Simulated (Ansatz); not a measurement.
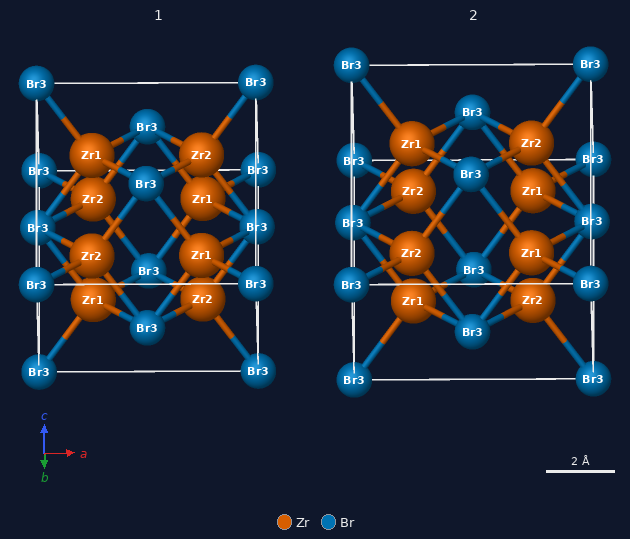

Two geometries of a crystal of Zr$_{2}$Br (a generated structure, set up in Fm-3m) (coarse preliminary run), drawn at one scale. One is the start of a relaxation, the other its converged end. A ball-and-stick model of the conventional cell (4 times the calculation's cell), seen from a free direction. Lengths and directions refer to the drawn axes.

Theory: Ansatz 0.2.0, DFT PBE, scalar-relativistic, plane waves, PAW. Settings: plane-wave cutoff 420 eV; k-point mesh 4 × 4 × 4; occupations gaussian; smearing width 0.1 eV; no spin polarisation; cell and atoms relaxed; force threshold 0.04 eV/Å; at most 70 steps.

### Which geometry has the lower energy?

Structure 1 is the relaxed one. No atom moves by more than 0.005 Å relative to the cell. The drawn cell changes as follows: a = b = c 7.136 → 6.544 Å (−8.3 %); the volume changes by −22.9 %. Among the contacts that change: Zr1–Zr2 3.568 → 3.272 Å, Zr1–Br3 3.090 → 2.833 Å. The space group stays Fm-3m (No. 225). Over 3 accepted moves (4 points after the start) the energy falls by 317 meV per atom. All forces vanish by symmetry, so only the cell relaxes. Pressure: −11.27 GPa at the start and −0.36 GPa at the end. The SCF was repeated once at an unchanged geometry on a basis and grid sized afresh for the cell, which shifted the energy by 0.5 meV per atom at most.
